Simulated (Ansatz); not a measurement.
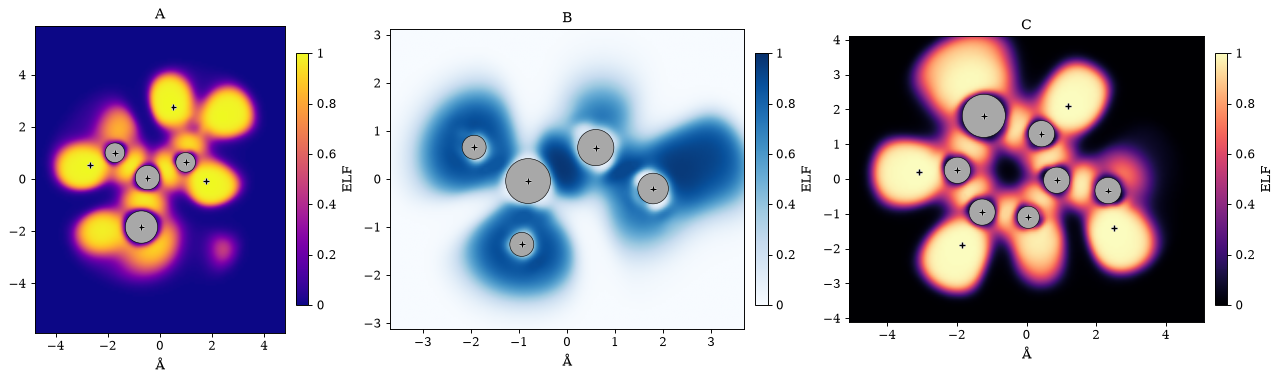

The ELF of 3 systems, each on a plane through atoms (crosses mark nuclei in the plane; grey discs cover the cores).

These are results of isolated molecule in a Gaussian basis; Kohn-Sham density functional theory, functional PBE0 (Ansatz 0.2.0), not measurements.

System 1: C$_{3}$H$_{12}$BPSi, the plane of atoms C3, B4 and P5. Geometry: r2SCAN-D4/def2-SVP.

```
atom    x (Å)    y (Å)    z (Å)
   C  -0.4617   2.9450   0.3280
   C  -0.0506   1.6081   0.9544
   C  -1.0235   0.2277  -1.2034
   B   0.0082   0.3719  -0.0275
   P   1.2643  -1.0234   0.3334
  Si   3.2009   0.1200   0.2753
   H   0.2866   3.2894  -0.4045
   H  -1.4242   2.8690  -0.2019
   H  -0.5651   3.7378   1.0857
   H   0.8691   1.7307   1.5534
   H  -0.8210   1.3040   1.6972
   H  -1.1167  -0.7822  -1.6292
   H  -0.6669   0.8882  -2.0191
   H  -2.0266   0.6049  -0.9395
   H   1.3483  -1.6700  -0.9352
   H   3.3916   0.7838   1.5983
   H   4.3142  -0.8498   0.0506
   H   3.2686   1.1703  -0.7890
```

System 2: CH$_{4}$BF$_{2}$N (SMILES NCB(F)F), the plane of atoms C1, B2 and F4. Geometry: B3LYP-D3(BJ)/def2-SVP.

```xyz
9

C    -1.0070   -1.3972    0.4305
B    -1.9148   -0.1216    0.3020
F    -2.4063    0.5008    1.3641
F    -2.2308    0.3910   -0.8787
N    -0.7043   -1.8992    1.7751
H    -0.2506   -1.1693    2.3253
H    -1.5708   -2.1088    2.2718
H    -0.0603   -1.1987   -0.1088
H    -1.4685   -2.2066   -0.1683
```

System 3: C$_{5}$H$_{6}$NP (SMILES Cc1cpccn1), the plane of atoms C4, C5 and H13. Geometry: r2SCAN-D4/def2-SVP.

```xyz
13

C    -1.6662   -0.7126   -0.7238
C    -0.2858   -0.4096   -0.2028
C     0.7877   -1.2415   -0.5688
C     2.2284    0.3862    0.9215
C     1.0000    1.0201    1.1109
N    -0.1788    0.6625    0.5948
P     2.4322   -1.0348   -0.0602
H    -2.3768    0.0302   -0.3397
H    -1.9923   -1.7184   -0.4129
H    -1.6844   -0.6927   -1.8256
H     0.5684   -2.0898   -1.2292
H     3.1087    0.8087    1.4190
H     0.9679    1.9151    1.7504
```

Question: Match each panel to its system.

Answer: Panel A is system 1, C$_{3}$H$_{12}$BPSi: the plane holds C, B, P and H. C–B (1.57 Å): the ELF peaks at about 0.95 between the atoms (localised, covalent bonding). Panel B is system 2, CH$_{4}$BF$_{2}$N: the plane holds C, B, F and N. B–F (1.33 Å): the ELF peaks at about 0.85 between the atoms, as expected for a polar covalent bond. Panel C is system 3, C$_{5}$H$_{6}$NP: the plane holds C, N, P and H. C–N (1.34 Å): the ELF peaks at about 0.90 between the atoms, as expected for a covalent bond.
